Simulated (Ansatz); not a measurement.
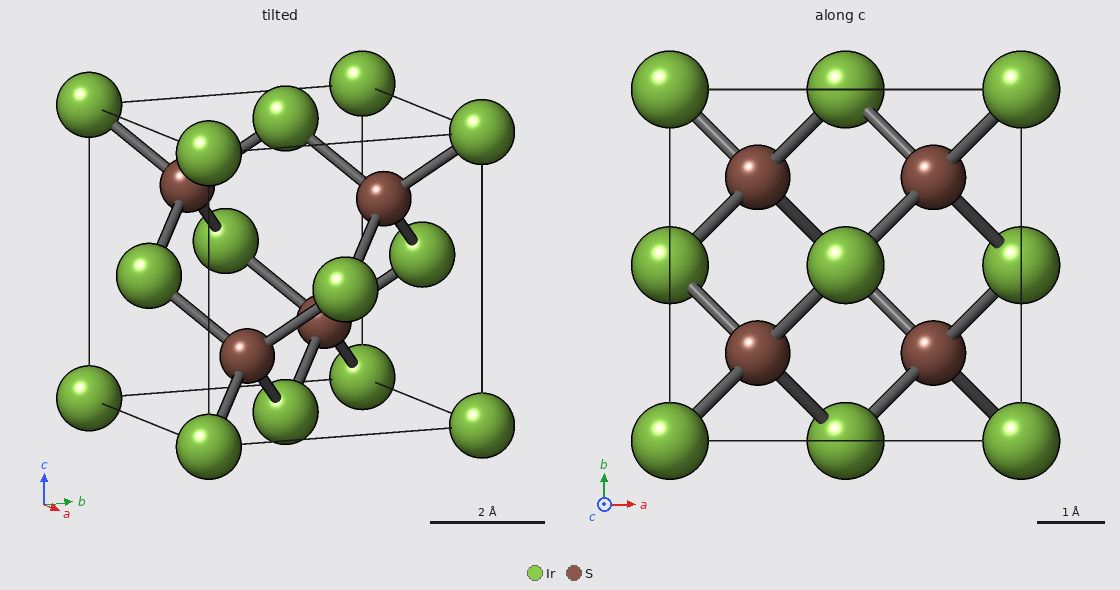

The image is a ball-and-stick drawing of a crystal, viewed slightly off an axis and along the c axis. One conventional unit cell is framed, with atoms on its boundary repeated.

IrS, zinc blende (sphalerite type), space group F-43m (No. 216), a = 5.273 Å, b = 5.273 Å, c = 5.273 Å, α = 90.00°, β = 90.00°, γ = 90.00°. It goes back to a structure type filled with these elements by a generator (whether the compound takes this form wasn't checked). Earlier steps of the study, as a rule a relaxation of our own, may have changed the cell and positions, so they can lie some per cent off the listed ones. It was run through Ansatz as a DFT input.

This one geometry was computed with Ansatz (DFT, plane waves, PAW) at five levels of theory: r2SCAN, LDA, PBE with spin-orbit coupling, PBEsol and PBE.

Which level gives the highest pressure at this volume, and what does that say about its equilibrium volume?

Highest: PBE with spin-orbit coupling (0.4 GPa) and PBE (0.0 GPa), which points to the largest equilibrium volume. Lowest, with the smallest volume: LDA (-8.4 GPa). Levels within 0.5 GPa of each other can't be told apart.

How does the band gap change with the level of theory?

All levels give a metal.

Collect the results in a table.

| level | cutoff (eV) | k-mesh of the run's cell | gap (eV) | pressure (GPa) |
| --- | --- | --- | --- | --- |
| r2SCAN | 500 | 10×10×10 | metal | -3.3 |
| LDA | 420 | 10×10×10 | metal | -8.4 |
| PBE with spin-orbit coupling | 420 | 10×10×10 | metal | 0.4 |
| PBEsol | 420 | 10×10×10 | metal | -5.6 |
| PBE | 420 | 10×10×10 | metal | 0.0 |

Gaps are taken on the k-mesh or band path of each run.
